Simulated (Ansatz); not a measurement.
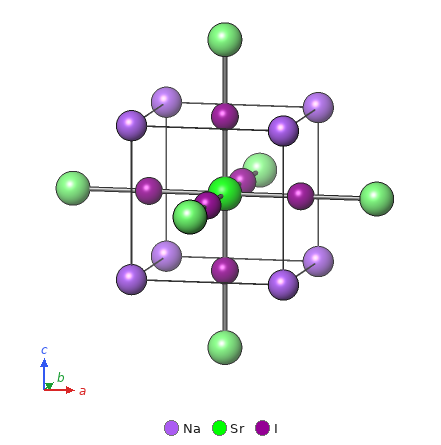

View slightly off an axis, drawn as a ball-and-stick model. The frame is the conventional unit cell; atoms at its boundary are shown with their periodic copies. The first bonded neighbours in the surrounding cells are also shown, in fainter colours.

NaSrI3, cubic perovskite with the larger cation on the octahedral site (an inverted filling), space group Pm-3m (No. 221), a = 6.494 Å, b = 6.494 Å, c = 6.494 Å, α = 90.00°, β = 90.00°, γ = 90.00°. The cell started as a structure type filled with these elements by a generator (whether the compound takes this form wasn't checked). The cell was then strained or its atoms displaced on purpose. It was the input of a calculation with Ansatz.

This one geometry was computed with Ansatz (DFT, plane waves, PAW) at three levels of theory: PBE, HSE06 and r2SCAN. It was relaxed with r2SCAN and then strained.

How does the band gap change with the level of theory?

PBE: a gap of 2.39 eV, indirect; r2SCAN: a gap of 3.10 eV, indirect; HSE06: a gap of 3.33 eV, indirect.

Collect the results in a table.

| level | cutoff (eV) | k-mesh of the run's cell | gap (eV) | pressure (GPa) |
| --- | --- | --- | --- | --- |
| PBE | 420 | 4×4×4 | 2.39 | -0.4 |
| HSE06 | 420 | 2×2×2 | 3.33 | -0.4 |
| r2SCAN | 500 | 4×4×4 | 3.10 | -0.6 |

Gaps are taken on the k-mesh or band path of each run.
